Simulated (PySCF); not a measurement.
SMILES O/C=C\C(C)C (C5H10O) at its GFN2-xTB optimised geometry (Å):

```
16

C      1.4728     0.2458     0.0000
C     -0.0576     0.2458     0.0000
C     -0.5926     1.6800     0.0000
C     -0.5688    -0.4912     1.2066
C     -1.3504    -1.5624     1.2103
O     -1.8543    -2.2216     0.1368
H      1.8483     0.7398     0.8933
H      1.8543    -0.7729    -0.0148
H      1.8542     0.7726    -0.8722
H     -0.3977    -0.2448    -0.9213
H     -1.6805     1.6815    -0.0146
H     -0.2323     2.2216    -0.8723
H     -0.2610     2.2042     0.8935
H     -0.2572    -0.0886     2.1578
H     -1.6731    -2.0308     2.1291
H     -1.5576    -1.7918    -0.6753
```

Level of theory: PBE/def2-TZVP in PySCF. Cells within 0.4 Å of a nucleus heavier than hydrogen are left out (blank, or x).

Map of the Laplacian of the electron density (e/bohr⁵), clipped to [-1.50, 1.50] on the plane z = 0.0 Å:

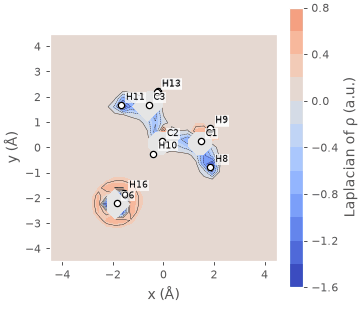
Figure. Laplacian of the electron density (e/bohr⁵), clipped to [-1.50, 1.50] on the plane z = 0.0 Å.
